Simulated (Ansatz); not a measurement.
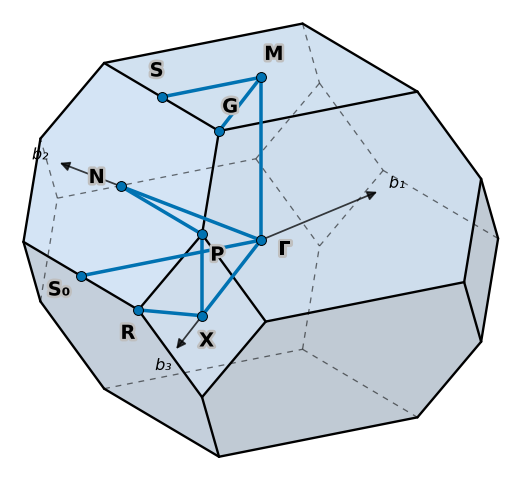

The first Brillouin zone and its special points. Crystal: GeSO, the geometry relaxed with DFT, PAW plane waves, r2scan (Ansatz 0.2.0); the starting structure was generated, so it need not be a known form of this composition. All values are computed from the atomic coordinates in the standard setting (tolerance 0.002 Å).

Space group I4/mmm, No. 139; a = 4.678 Å, b = 4.678 Å, c = 8.702 Å, α = 90.00°, β = 90.00°, γ = 90.00°.

Labels and path follow the convention of Hinuma et al. (2017), as computed by seekpath; the arrows show the directions of the reciprocal primitive vectors b₁, b₂, b₃, in which coordinates are given; lengths include the factor 2π.

Question: List the special points with their coordinates and distances from Γ.

Answer:
| point | k₁ | k₂ | k₃ | length of k (1/Å) |
| --- | --- | --- | --- | --- |
| Γ | 0 | 0 | 0 | 0.000 |
| M | 1/2 | 1/2 | −1/2 | 0.722 |
| X | 0 | 0 | 1/2 | 0.950 |
| P | 1/4 | 1/4 | 1/4 | 1.016 |
| N | 0 | 1/2 | 0 | 0.762 |
| S₀ | −0.322 | 0.322 | 0.322 | 0.866 |
| S | 0.322 | 0.678 | −0.322 | 0.866 |
| R | −0.144 | 0.144 | 1/2 | 0.989 |
| G | 1/2 | 1/2 | −0.144 | 0.989 |

Question: What is the zone's volume?

Answer: (2π)³ over the primitive cell's volume of 95.23 Å³: 2.6 Å⁻³.
